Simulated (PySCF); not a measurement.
**H2HfO2 (charge +2): density, localisation and related maps**

```xyz
5

Hf    0.0000    0.0000   -0.6396
O     1.4538   -0.0334    0.4403
H     2.0839   -0.0504    1.1931
O    -1.4538    0.0334    0.4403
H    -2.0839    0.0504    1.1931
```

Core potentials replace the inner electrons of Hf.

These are results of RKS PBE0, Hf def2-SVP with ECP60, O def2-SVP, H def2-SVP; non-relativistic Hamiltonian with scalar-relativistic core potentials where named; density fitting in PySCF 2.14.0, not measurements.

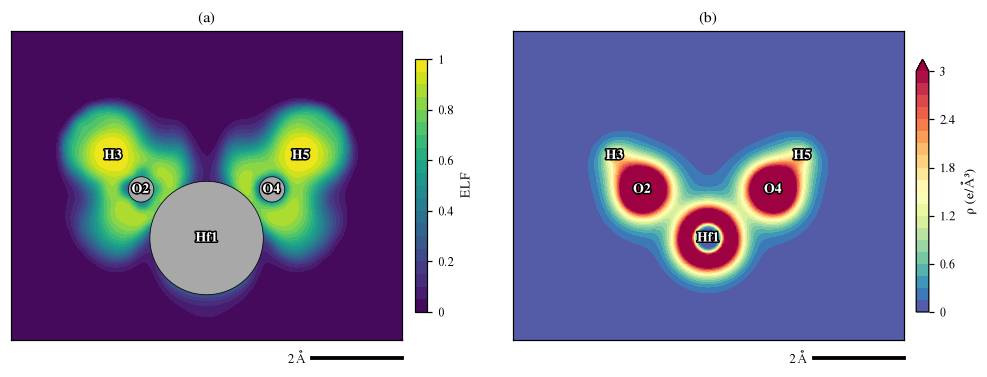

Figure 1. (a) ELF; (b) electron density on the molecular plane. Grey discs cover the atomic cores in the ELF map.

> What does the map show?

- Atoms in the plane: Hf, O and H.
- Hf–O (1.81 Å): ρ is about 1.2 e/Å³ halfway; the ELF peaks at about 0.80 in the valence shell of O, 0.5 Å from its nucleus, and drops to about 0.25 between the two atoms.
- O–H (0.98 Å): ρ at the midpoint is about 3.6 e/Å³; the ELF climbs to about 1 towards the hydrogen, as it does in any bond to H; a covalent bond by its length.

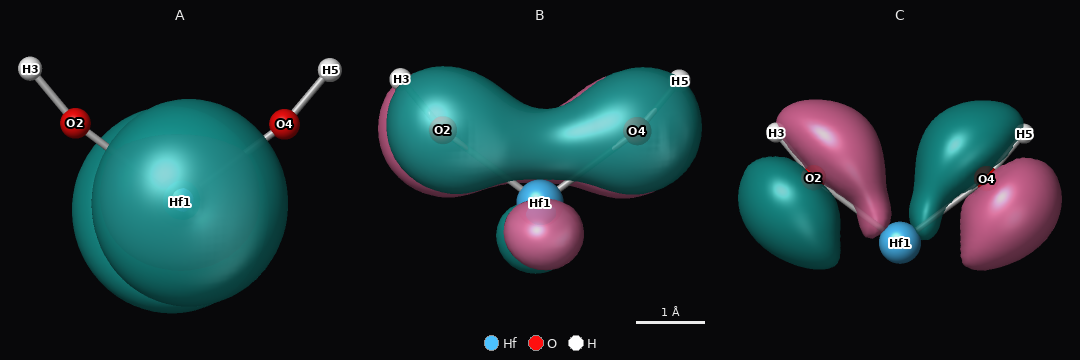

Figure 2. Three frontier orbitals at ±0.1 Å⁻³ᐟ² (teal and pink are the two phases), in no order.

> Which picture is the HOMO−1, the HOMO and the LUMO?

B is the HOMO−1 (−22.00 eV). It lies mainly on O2 (about 40 %), O4 (about 40 %) and Hf1 (about 20 %); it changes sign across the molecular plane (π type); π-antibonding (a node) across Hf1–O2 and Hf1–O4. C is the HOMO (−21.47 eV). Its weight (Hirshfeld) is mainly on O2 (about 40 %) and O4 (about 40 %); it is symmetric in the molecular plane (an in-plane orbital: σ, lone-pair or in-plane π type); largely a combination of lone pairs on O2 and O4. A is the LUMO (−15.00 eV). Its weight (Hirshfeld) is mainly on Hf1 (about 95 %).

> What is the HOMO–LUMO gap?

6.47 eV between the orbital energies.
